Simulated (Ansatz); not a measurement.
## Electronic structure of Cl₂FGeH···H₂ in real space

Input file:

```
crystal:
  periodic: [false, false, false]
  atoms:
    - { symbol: Ge, position_ang: [-0.549607, 0.0, -0.369659] }
    - { symbol: H, position_ang: [0.194435, 0.0, 2.292451] }
    - { symbol: H, position_ang: [0.842667, 0.0, 0.245973] }
    - { symbol: Cl, position_ang: [-0.846039, 1.764452, -1.561436] }
    - { symbol: Cl, position_ang: [-0.846039, -1.764452, -1.561436] }
    - { symbol: F, position_ang: [-1.810628, 0.0, 0.781682] }
    - { symbol: H, position_ang: [-0.502288, 0.0, 2.459323] }
basis:
  gaussian: { orbitals: def2-SVP }
hamiltonian:
  xc: b3lyp
relax:
  f_tol: 0.03
  max_steps: 50
output:
  orbitals: {}
```

Command:

```sh
ansatz run input.yaml --threads 2 --pin off --max-ram 3072MiB --backend cpu --events-out ev --progress --plain --runs-dir out
```

The fields are those of the run's last geometry, not of the input's.

Computed with Ansatz, RKS B3LYP/def2-SVP.

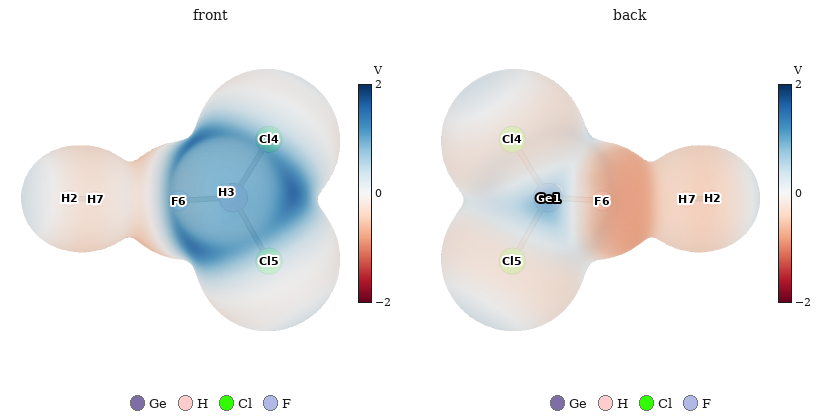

Figure 1. The electrostatic potential painted on the density surface at 0.001 e/bohr³, seen from the front and from behind; the colour scale runs from red (negative) to blue (positive).

Describe the electrostatic potential map.

Answer. The most negative region (about −0.8 V, or −18 kcal/mol for a unit charge) lies over F6, the most positive (about +1.5 V, or +35 kcal/mol for a unit charge) over Ge1.

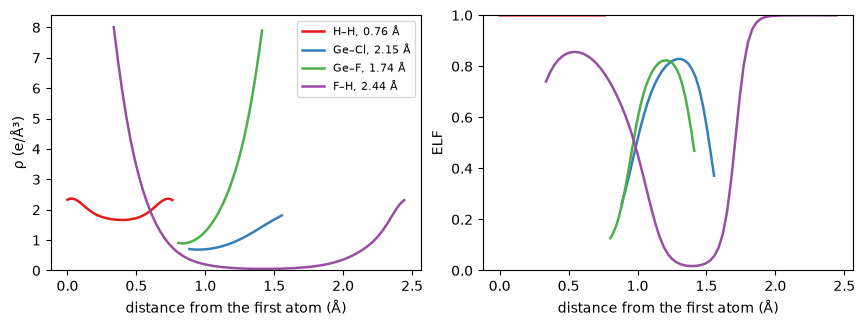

Figure 2. Total electron density and electron localisation function along straight lines between neighbouring atoms. The curves leave out the atomic cores.

What can be read from the curves?

Answer. H–H (0.76 Å): ρ at the midpoint is about 1.7 e/Å³; the ELF peaks at about 1 between the atoms.
Ge–Cl (2.15 Å): ρ at the midpoint is about 0.75 e/Å³; the ELF peaks at about 0.85 in the valence shell of Cl, 0.8 Å from its nucleus, and is about 0.65 at the midpoint.
Ge–F (1.74 Å): ρ is about 0.91 e/Å³ halfway; the ELF peaks at about 0.80 in the valence shell of F, 0.5 Å from its nucleus, and is about 0.20 at the midpoint.
F6···H7 (2.44 Å): the density falls to about 0.05 e/Å³ on the way; the ELF dips to about 0 between them: a non-bonded, intermolecular contact.

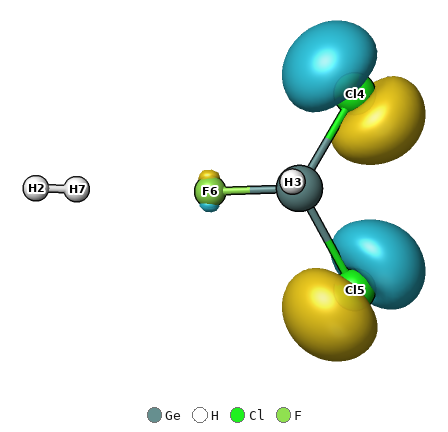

Figure 3. The HOMO at ±0.15 Å⁻³ᐟ² (yellow and cyan are the two phases), seen across its widest extent.

Where does this orbital lie, and at what energy?

Answer. Its weight (Hirshfeld) is mainly on Cl4 (about 45 %) and Cl5 (about 45 %); largely a combination of lone pairs on Cl4 and Cl5. Its energy is −9.14 eV.
